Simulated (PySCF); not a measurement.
SMILES c1c(c([SiH3])ccc1)[Si](Cl)(Cl)Cl (C6H7Cl3Si2) at its GFN2-xTB optimised geometry (Å):

```
18

Si    -2.0786    -1.9379     0.0140
C     -0.9928    -0.3824     0.0000
C     -1.6524     0.8437     0.0090
C     -0.9720     2.0470     0.0132
C      0.4112     2.0438     0.0059
C      1.0890     0.8395     0.0000
C      0.4126    -0.3824     0.0000
Si     1.4477    -1.9693    -0.0201
Cl     1.3753    -2.8556    -1.8418
Cl     0.8302    -3.2886     1.3883
Cl     3.3883    -1.5390     0.3713
H     -3.3883    -1.5416    -0.5098
H     -2.2225    -2.4019     1.3948
H     -1.5172    -2.9798    -0.8424
H     -2.7330     0.8529     0.0113
H     -1.5166     2.9798     0.0203
H      0.9620     2.9726     0.0053
H      2.1686     0.8492    -0.0026
```

Calculation: B3LYP/def2-SVP in PySCF. Cells within 0.4 Å of a nucleus heavier than hydrogen are left out (blank, or x).

Map of the electron localisation function on the plane z = 1.2 Å:

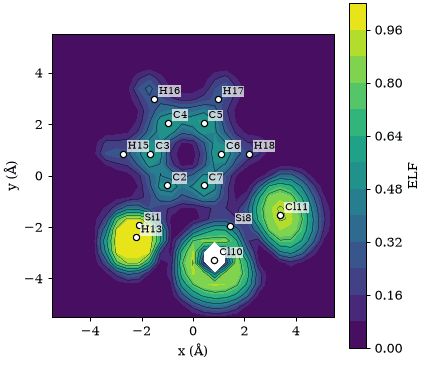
Figure: Electron localisation function on the plane z = 1.2 Å.
